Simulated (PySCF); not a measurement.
**C₃H₁₁NSi: density, localisation and related maps**

Input file:

```
{"job": {"kind": "nmr", "xc": "PBE0", "basis": "pcSseg-1"}, "charge": 0, "multiplicity": 1}
C      0.315298     1.461317     1.028722
Si    -0.122185     0.010799    -0.097344
C     -0.503971    -1.484305     0.973069
C      1.328553    -0.321632    -1.242539
N     -1.518849     0.284755    -1.107265
H     -0.509040     1.688782     1.724037
H      1.209997     1.239920     1.633969
H      0.523367     2.373939     0.447167
H      0.351214    -1.737644     1.619455
H     -0.739728    -2.362066     0.351918
H     -1.367881    -1.293641     1.630640
H      1.125684    -1.187274    -1.891698
H      1.533131     0.546395    -1.890275
H      2.245985    -0.527944    -0.668798
H     -2.428509     0.351307    -0.662041
H     -1.452012     0.980321    -1.843341
```

Command:

```sh
OMP_NUM_THREADS=1 python cluster_run.py task.json out
```

Geometry: PBE0-D3(BJ)/def2-SVP.

Level of theory: PBE0/pcSseg-1, SCF density, gas phase, non-relativistic (PySCF 2.14.0).

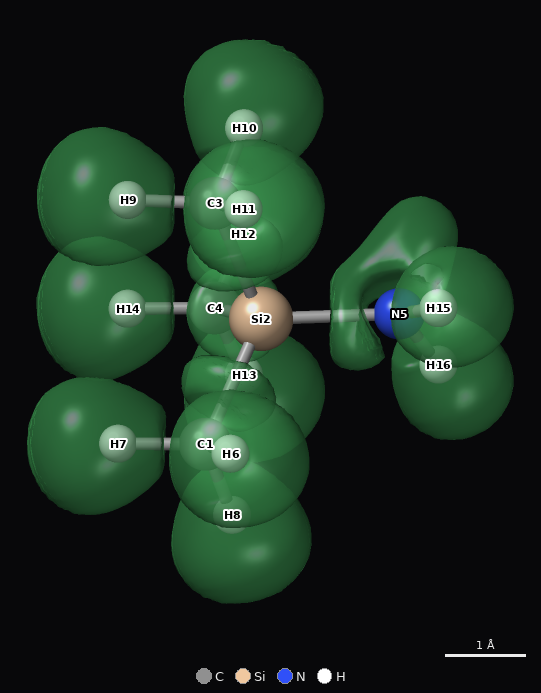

Figure 1. Isosurface of the ELF at 0.8 (green), seen at an oblique angle. Core shells and regions of very low density are left out.

Question: Describe the localisation domains.

Answer: At this value the surface marks out three regions between bonded C–Si atoms (shared pairs), nine regions around hydrogen nuclei and one joined region spread over several atoms (H, N), in which their bonds and any lone pairs are merged. Profiles from the grid: Si–N (1.75 Å): the ELF peaks at about 0.90 between the atoms: a shared but strongly polarised pair. C–Si (1.88 Å): the ELF peaks at about 0.95 between the atoms (a shared electron pair).

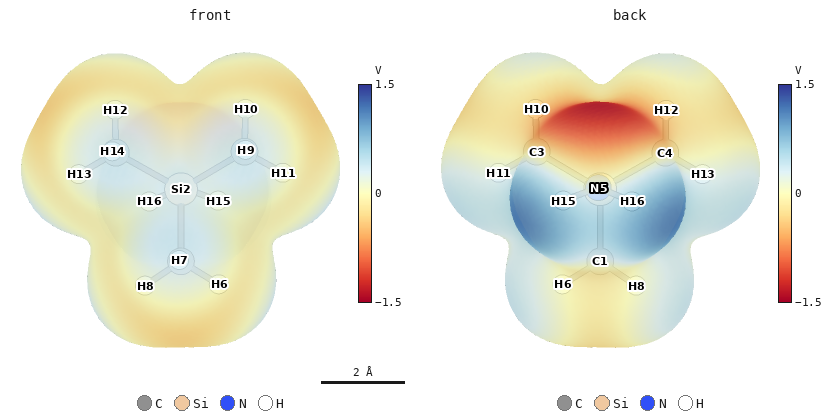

Figure 2. The molecular electrostatic potential painted on the density surface at 0.001 e/bohr³, seen from the front and from behind; red is negative and blue positive.

Question: Where is the surface potential most negative and most positive?

Answer: The most negative region (about −1.4 V) lies over N5, the most positive (about +1.1 V) over H15 and H16. N5 is the likeliest acceptor of a hydrogen bond.

Question: What dipole moment does the calculation give?

Answer: Its dipole moment is 0.93 D.

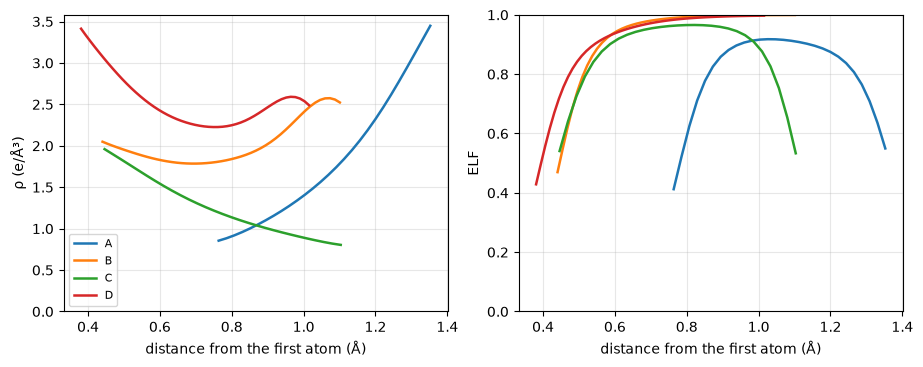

Figure 3. Electron density and electron localisation function along straight lines between neighbouring atoms. The curves leave out the atomic cores.

Question: Which curve belongs to which contact (C–H, C–Si, N–H and Si–N)? The first atom named is at distance zero.

Answer: Curve A: Si–N (1.75 Å): the density is about 1 e/Å³ at the midpoint; the ELF peaks at about 0.90 between the atoms: a polar covalent bond. Curve B: C–H (1.10 Å): ρ at the midpoint is about 1.9 e/Å³; the ELF climbs to about 1 towards the hydrogen, as it does in any bond to H (an ordinary covalent bond to hydrogen). Curve C: C–Si (1.88 Å): the density is about 0.96 e/Å³ at the midpoint; the ELF peaks at about 0.95 between the atoms (localised, covalent bonding). Curve D: N–H (1.01 Å): the density is about 2.8 e/Å³ at the midpoint; the ELF climbs to about 1 towards the hydrogen (a covalent bond by its length).
